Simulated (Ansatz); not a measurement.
In doubt: masses and optical values from hybrid runs of this build are listed as unsure (in some of the runs), which bears on the screening that GW takes from such a start.

The crystal is TiO2 (Anatase).

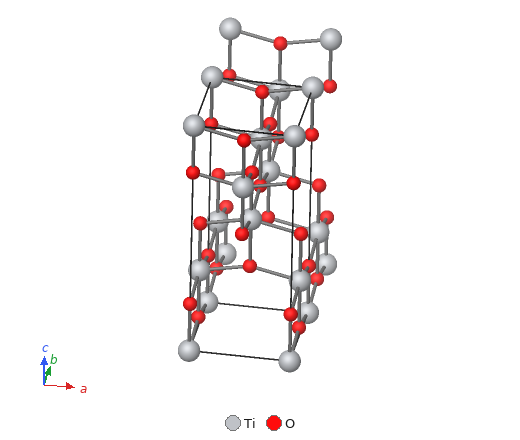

The structure (titanium light grey, oxygen red). 1×2×1 conventional cells are drawn. Some periodic images of atoms are drawn too.

```
Ti O
1.0
    -1.89210    1.89210    4.75730
     1.89210   -1.89210    4.75730
     1.89210    1.89210   -4.75730
Ti O
2 4
Cartesian
  0.0000 0.0000 0.0000
  0.0000 1.8921 2.3786
  0.0000 0.0000 1.9800
  0.0000 1.8921 4.3586
  0.0000 1.8921 0.3987
  0.0000 0.0000 7.5346
```

The cell and positions come from the Crystallography Open Database and are kept as given unless a step says otherwise. PAW set soft_2, made with PBE.

Gaps computed with Ansatz 0.2.0 without a self-energy: HSE06 3.61 eV, r2SCAN 2.50 eV and PBE0 4.36 eV.

**Question.** What gap should G0W0 on HSE06 give (6×6×6 mesh, 539 empty bands, screening to 230 eV, default PAW files)?

About 4.02 eV: on its mesh the run moves the gap from 3.66 eV by +0.40 eV, and the mesh misses the edges by 0.05 eV. Among the scalar-relativistic levels given, PBE0 is nearest (+0.34 eV). Bands and cutoff are finite, so the gap is not at the basis limit. The miss can reach some tenths of an eV and take either sign; the mesh is an error of its own.

[Paths, hosts, dates, memory and timing lines, banners, echoed tables and standing remarks are left out of the program output.]

[Logs are printed without paths, hosts, clocks, repeated set-up lines and the standing remarks that a program may print on its own settings, such as how far it seeks lower states.]

[Runs of the session that timed out or met a known fault of the program may be left out.]

[Cells called generated may have been cut or substituted from an entry of the Crystallography Open Database or the Materials Project.]

[Hosts, paths, dates, database ids (printed as entryN), source tags and the programs' standing remarks are cut or masked in the printed files.]
